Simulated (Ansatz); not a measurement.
A series of calculations on AlH3ClF

## 1. Relaxation

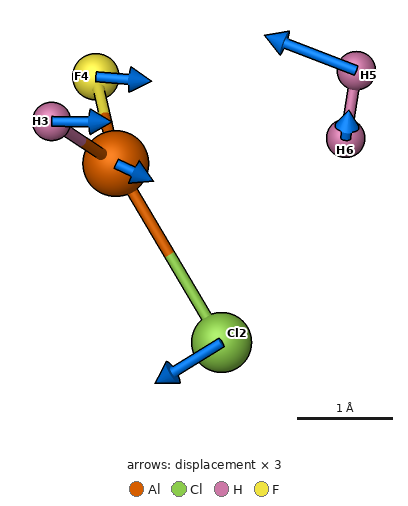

A relaxation of AlH3ClF. The starting structure is drawn; blue arrows show the displacements, magnified 3 times. The two geometries are superimposed by the best rigid fit.

The picture is a ball-and-stick view, seen at a tilt.

The run prepares an end point of a later path (reaction) calculation, from a guessed geometry.

Method: RKS BLYP-D4/def2-SVP (Ansatz 0.2.0).

Input file:
```yaml
crystal:
  periodic: [false, false, false]
  atoms:
    - { symbol: Al, position_ang: [0.021607, 0.229591, 0.101495] }
    - { symbol: Cl, position_ang: [-0.032291, 0.47388, 2.282894] }
    - { symbol: H, position_ang: [1.35928, 0.265975, -0.708486] }
    - { symbol: F, position_ang: [-1.441587, 0.115137, -0.702156] }
    - { symbol: H, position_ang: [0.047275, -2.43429, 0.809459] }
    - { symbol: H, position_ang: [0.077117, -1.915892, 1.316794] }
basis:
  gaussian: { orbitals: def2-SVP }
hamiltonian:
  xc: blyp
  dispersion: d4
relax:
  f_tol: 0.03
  max_steps: 50
output:
  orbitals: {}
```

Command:
```bash
ansatz run input.yaml --threads 1 --pin off --max-ram 2048MiB --backend cpu --events-out ev --progress --plain --runs-dir out
```

Question: What happened in the run?

Answer: The energy falls by 3.31 kcal/mol in 9 geometry steps. Largest force component: 1.3 eV/Å at the start, 0.015 eV/Å at the end. The largest move after the best rigid fit is that of H5, 0.35 Å. Largest moves by element: H 0.35 Å, Cl 0.29 Å, F 0.20 Å, Al 0.15 Å. Among the contacts that change: Al1–Cl2 2.196 → 2.118 Å, H5–H6 0.726 → 0.770 Å, Al1–H3 1.564 → 1.572 Å.

Limits of the set-up: the start holds two separate molecules, 2.5 Å apart at their closest, whose relative position is a soft coordinate.

## 2. Relaxation

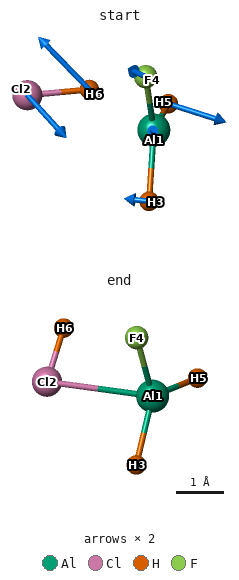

The structure of AlH3ClF before (top) and after (bottom) a relaxation, at one scale. The blue arrows give the displacements, magnified 2 times.

A ball-and-stick model, seen from a free direction.

The run prepares an end point of a later path (reaction) calculation, from a guessed geometry.

The calculation used RKS BLYP-D4/def2-SVP in Ansatz 0.2.0. (no spin polarisation; force threshold 0.03 eV/Å; at most 50 steps)

### Describe what moved and what it gained.

The energy falls by 0.206 eV in 22 accepted moves (28 points after the start). Largest force component: 0.71 eV/Å at the start, 0.018 eV/Å at the end. The line search rejected the trial steps at points 11, 13, 15, 22, 24, 27 of the run. The forces were under the threshold at step 12, but the run went on from there. The atom that moves furthest after the best rigid fit is H6 (0.79 Å). Largest moves by element: H 0.79 Å, Cl 0.71 Å, F 0.35 Å, Al 0.14 Å. Near-neighbour distances that change, for instance: Al1–Cl2 3.422 → 2.719 Å, Cl2–H6 1.348 → 1.306 Å, Al1–H5 1.571 → 1.590 Å, Al1–F4 1.680 → 1.690 Å.

## 3. Path

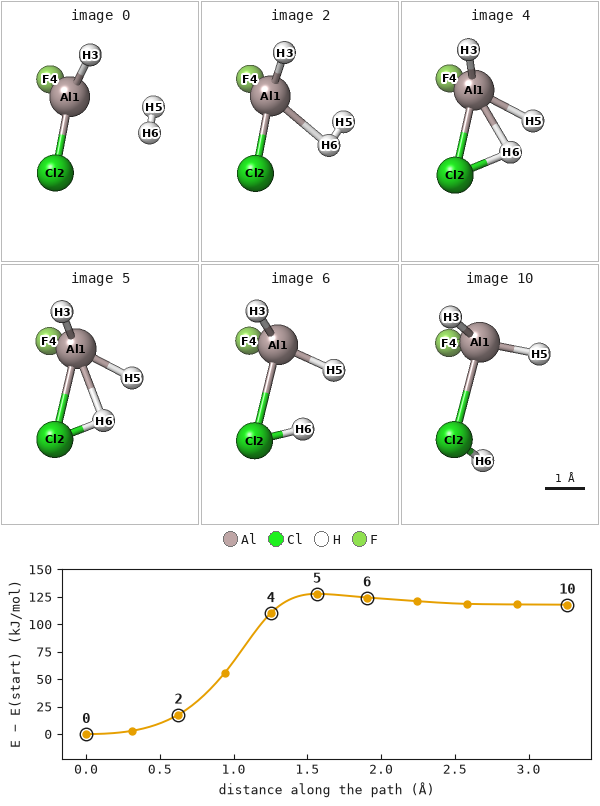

NEB run on AlH3ClF, made up at the start of AlHClF and H$_{2}$. Images are numbered from 0 (start) to 10 (end). The picture is a ball-and-stick view, seen at a tilt.

The calculation used Ansatz 0.2.0, RKS BLYP-D4/def2-SVP. Run with 9 movable images; climbing image; force threshold 0.05 eV/Å; iteration limit 60; starting path through a guess of the saddle point.

Q: What happens along the path, and what is the barrier?

A: Breaking: H5–H6 (0.77 → 1.40 at the top → 3.16 Å). Forming: Al1–H5 (2.41 → 1.65 at the top → 1.59 Å), Cl2–H6 (2.95 → 1.41 at the top → 1.31 Å). The energy climbs by 127.8 kJ/mol to image 5 and then falls by 9.9 kJ/mol, so the end point sits at +117.9 kJ/mol. The band is converged.

Limits of the set-up: the start holds two separate molecules, 2.4 Å apart at their closest, whose relative position is a soft coordinate.

The run took 2.3 min on 1 thread of Arm Neoverse V1, with other jobs on the host, peak memory 0.11 GiB.
